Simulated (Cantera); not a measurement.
Input: 1 mol Cu2O, 12 mol CO, a varied amount of CH4, held at 1552 °C and 2.18 Torr.

Method: chemical equilibrium by Gibbs-energy minimisation in Cantera with the NASA 1993 tables (ideal gas, pure condensed phases). Candidate condensed phases: C, C6H6, C7H8, C8H18, Cu, CuO, Cu(OH)2, Cu2O, H2O; 113 gas species. The numbers say what is thermodynamically allowed, not how fast it happens.

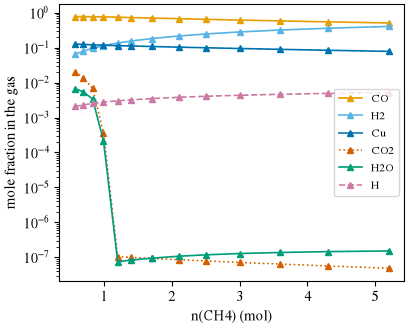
Equilibrium gas composition (values under 1e-9 drawn at 1e-9)

From 0.57 mol CH4 to 0.99 mol CH4 nothing is condensed. From 1.2 mol CH4 to 5.2 mol CH4 the condensed part is C(graphite). The main Cu-bearing gas is Cu throughout.
